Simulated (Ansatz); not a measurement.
One crystal and one scan (scan of one atom of the cell) at two levels, PBE (plane waves to 420 eV, PAW, scalar-relativistic; Ansatz, a program for electronic structure) and r2SCAN (plane waves to 500 eV, PAW, scalar-relativistic; Ansatz), each from its own relaxed cell and on its own mesh. The cell shown is that of PBE.

Starting cell, Ca (fcc, Cu type):

```
CELL_PARAMETERS angstrom
      5.52650     0.00000     0.00000
      0.00000     5.52650     0.00000
      0.00000     0.00000     5.52650
ATOMIC_POSITIONS crystal
  Ca 0.00000 0.00000 0.00000
  Ca 0.50000 0.50000 0.00000
  Ca 0.50000 0.00000 0.50000
  Ca 0.00000 0.50000 0.50000
```

In each cell atom 2 (Ca, nearest neighbour Ca at 3.908 Å; its periodic images, 5.5 Å or more away, move with it) moves by s·(1.000, 0.000, 0.000) (along Cartesian x), the rest being held.

Energies are smeared free energies. Ca was relaxed with its symmetry unable to fall. With partly filled bands, energies and forces of such displacements shift with the k mesh and the smearing. Percentages come from the unrounded values.

```
quantity                                                            PBE  r2SCAN     PBE − r2SCAN
----------------------------------------------------------------  -----  ------  ---------------
Lattice constant a (Å)                                            5.527   5.568  -0.041 (-0.8 %)
Force constant k = d²E/ds² at s = 0 (finite differences) (eV/Å²)   2.20    2.33     -0.13 (-6 %)
```

PBE gives the lower value for: lattice constant a; force constant k = d²E/ds² at s = 0. Both give the same shape of the curve: a single well with its minimum at or next to zero displacement. Neither level is exact: the differences show how much the result hangs on the functional.

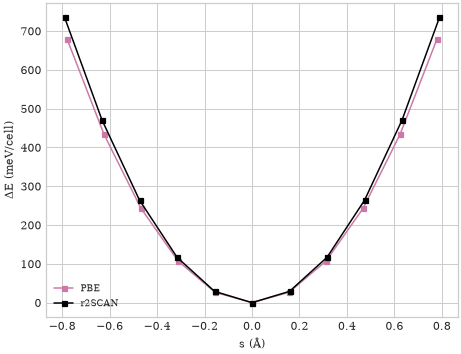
Figure: ΔE, each from the undisplaced structure of its own level.

(For displaced atoms, the force is minus the slope of the energy, and its curvature is a force constant, which sets phonon frequencies.)
